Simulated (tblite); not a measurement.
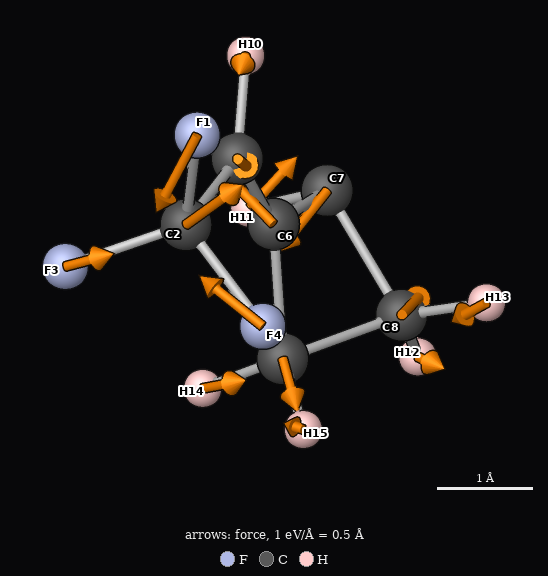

Starting geometry of C₆H₆F₃ (multiplicity 2) with the computed forces as orange arrows. Style: ball-and-stick. Shown from a free direction.

These are results of tblite 0.8.0, GFN2-xTB geometry optimisation, gas phase, not measurements. 

Q: What follows when this structure is relaxed?

A: It isn't relaxed: the largest force vector, on an F atom, is 2.07 eV/Å. The final displacements follow the starting forces only in part (cosine between the two patterns 0.30). The energy falls by 1.906 eV in 114 geometry steps. The largest move after the best rigid fit is that of an H atom, 1.68 Å. Largest moves by element: H 1.68 Å, F 0.78 Å, C 0.50 Å. Some distances before and after: C–C 1.503 → 1.389 Å, C–F 1.418 → 1.340 Å, C–H 1.125 → 1.073 Å, C–C 1.537 → 1.489 Å. Among the angles between lasting bonds that change: C–C–H 106.6° → 133.7°, C–C–H 107.3° → 132.6°, C–C–C 84.1° → 93.7°. The run took 0.57 s on 1 thread of Arm Neoverse V2 (shared host).
